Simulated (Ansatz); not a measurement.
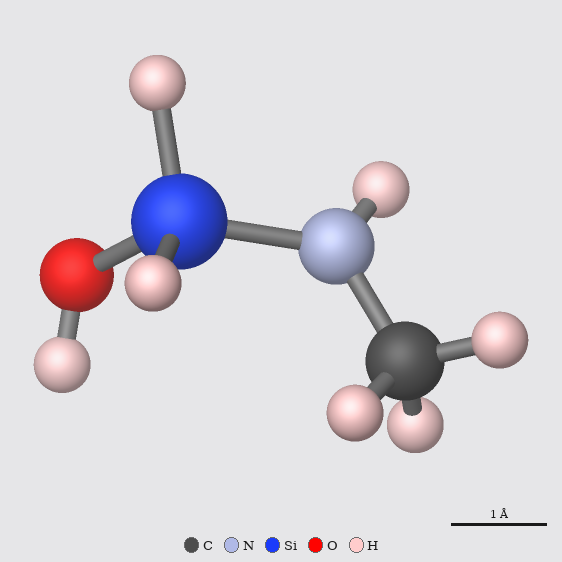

Ball-and-stick drawing of a structure. Every bond is drawn as one stick, whatever its order.

The geometry was computed by an optimisation with PBE0-D4/def2-TZVP.

Identify the structure.

It has 11 atoms: 1 carbon, 7 hydrogen, 1 nitrogen, 1 oxygen and 1 silicon (CH₇NOSi). As SMILES it reads `CN[SiH2]O`. It has no ring. Among its groups: Si–H bond, Si–O bond, Si–N bond. This geometry has C1 symmetry. Coordination, clear cases only: 1 C tetrahedral; 1 Si tetrahedral; 1 O bent.

The parts below concern this one geometry. Atoms keep their numbers from picture to picture.

**Geometry**

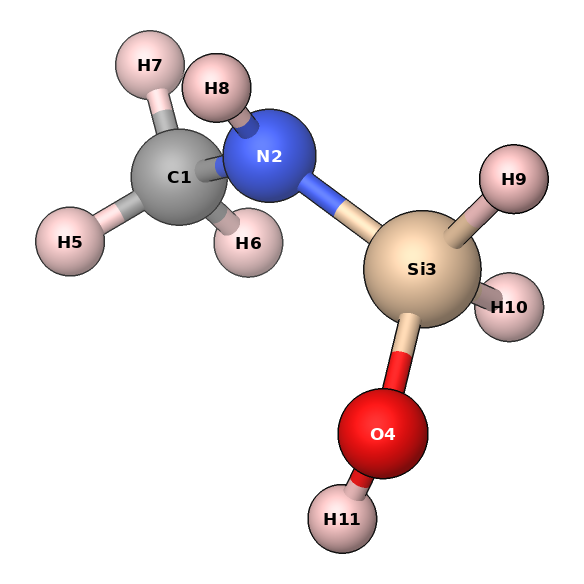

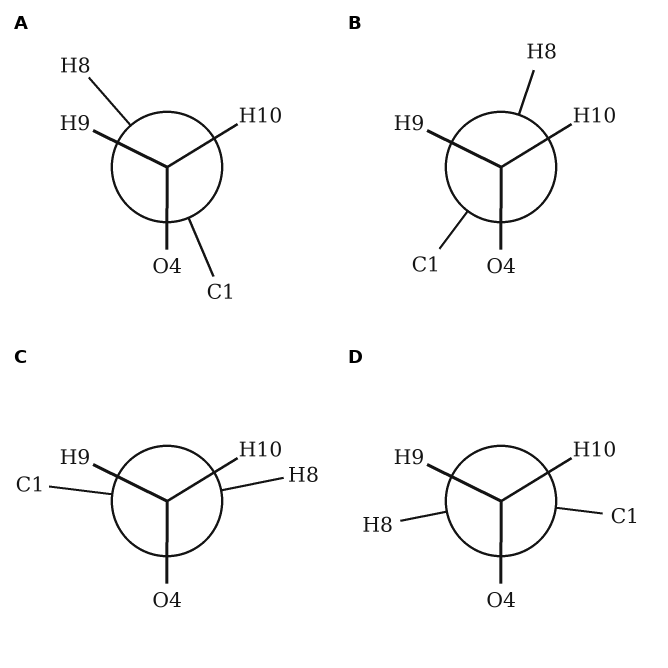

Atoms fade into the background with distance from the viewer. Bonds that would overlap in a projection are set slightly apart.

> Which Newman projection shows the view along Si3–N2, with Si3 in front?

D. The torsion angle O4–Si3–N2–C1 is −83°, about perpendicular.

**Levels of theory compared**

Program: Ansatz 0.2.0.

Tabulate dipole (D), HOMO energy (eV) at these levels: B3LYP-D4/def2-TZVPP; PBE-D4/def2-TZVPP; r2SCAN-D4/def2-TZVPP; ωB97M-V/def2-TZVPP.

```tsv
level	dipole (D)	HOMO energy (eV)
B3LYP-D4/def2-TZVPP	2.02	−6.75
PBE-D4/def2-TZVPP	2.00	−5.60
r2SCAN-D4/def2-TZVPP	2.02	−5.86
ωB97M-V/def2-TZVPP	2.03	−9.35
```

**Vibrations**

Harmonic vibrations computed with RKS PBE0-D4/def2-TZVP (Ansatz 0.2.0) at a stationary point of the same level.

> How many vibrational modes are there, and where do they lie?

27 modes: 73, 145, 200, 283, 324, 440, 615, 753, 803, 867, 900, 927, 941, 1106, 1145, 1166, 1418, 1458, 1485, 1519, 2208, 2262, 3009, 3068, 3107, 3624, 3926 cm⁻¹.

**Charges**

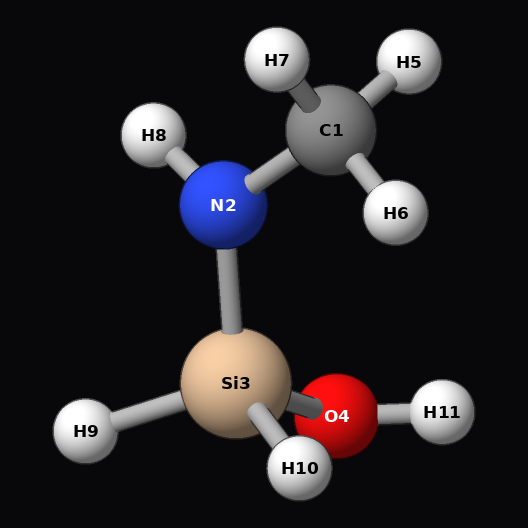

The questions are on Mulliken charges. Level of theory: RKS B3LYP-D4/def2-TZVPP (Ansatz 0.2.0).

List the Mulliken charges.

```json
{"atom": "C1", "value (e)": "−0.17"}
{"atom": "N2", "value (e)": "−0.31"}
{"atom": "Si3", "value (e)": "0.49"}
{"atom": "O4", "value (e)": "−0.39"}
{"atom": "H5", "value (e)": "0.10"}
{"atom": "H6", "value (e)": "0.08"}
{"atom": "H7", "value (e)": "0.10"}
{"atom": "H8", "value (e)": "0.12"}
{"atom": "H9", "value (e)": "−0.09"}
{"atom": "H10", "value (e)": "−0.11"}
{"atom": "H11", "value (e)": "0.18"}
```

Mulliken values depend strongly on the basis set and can even reverse the polarity of a bond.
